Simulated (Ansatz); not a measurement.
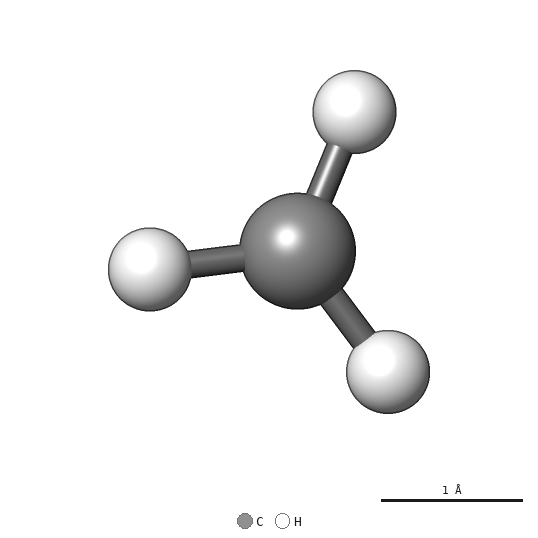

Every bond is drawn as one stick, whatever its order.

The species is neutral and a spin doublet. The computed structure is the end point of a PBE0-D4/def2-TZVP optimisation.

**What is the molecular formula?**

CH3, 4 atoms: 1 carbon and 3 hydrogen.

**What is the point group of this geometry?**

D3h.

**How many bonds of each kind are drawn?**

3 C–H. Sticks follow a distance rule.

**How many atoms are distinct by symmetry?**

2: 1 C, 3 H.

More results for the same structure follow; atom numbers are the same in all pictures, views and colours differ.

### Shape

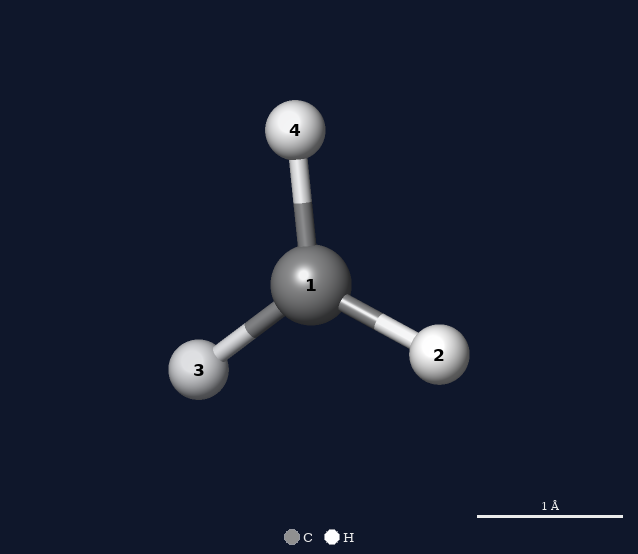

**How are the neighbours of atom 1 arranged?**

C1 has 3 neighbours (H2 at 1.08, H3 at 1.08, H4 at 1.08 Å); the arrangement is trigonal planar.

### Charges

The questions are on Mulliken charges. Method: UKS PBE0-D4/def2-TZVP (Ansatz 0.2.0).

List the Mulliken charges.

```
atom  value (e)
  C1      −0.42
  H2       0.14
  H3       0.14
  H4       0.14
```

### Vibrations

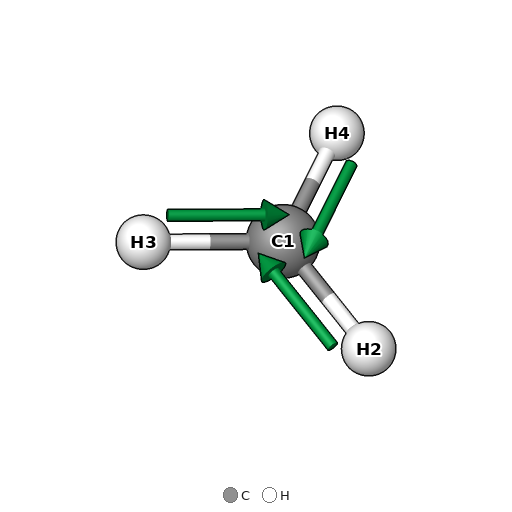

The arrows show one normal mode. Harmonic vibrations computed with UKS PBE0-D4/def2-TZVP (Ansatz 0.2.0) at a stationary point of the same level.

**Describe the motion.**

Mostly in-phase stretching of 3 C–H bonds.

**Estimate its harmonic wavenumber.**

3128 cm⁻¹; it is mode 4 of 6 counted from the lowest.

### Electronic properties

Method: UHF-CCSD(T), frozen core/def2-TZVPP (Ansatz 0.2.0).

**Estimate the T1 diagnostic.**

0.008.

**What is the ⟨S²⟩ of the determinant?**

0.762.

Mulliken values depend strongly on the basis set and can even reverse the polarity of a bond.
